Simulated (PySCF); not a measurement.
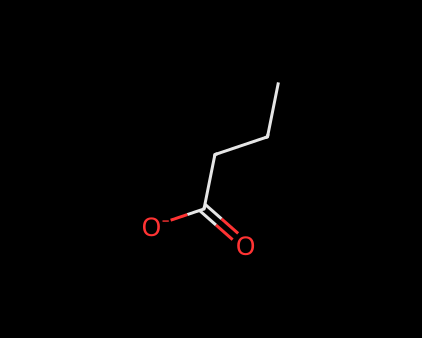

The drawing above gives the connectivity. Charge −1, singlet. The computed structure is the end point of a PBE0-D3(BJ)/def2-SVP optimisation. No frequency run is at hand to confirm it as a minimum.

Describe the 3D structure.

It has 13 atoms: 4 carbon, 7 hydrogen and 2 oxygen (C₄H₇O₂⁻). SMILES: `CCCC(=O)[O-]`. It has no ring. This geometry has C1 symmetry. Coordination: 3 C tetrahedral; 1 C trigonal planar.

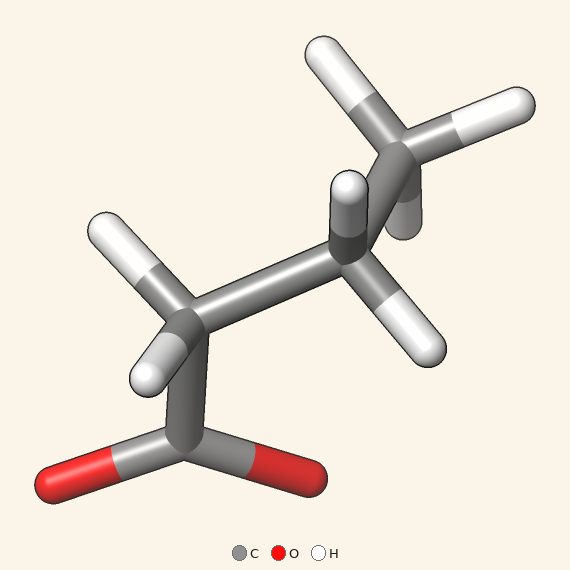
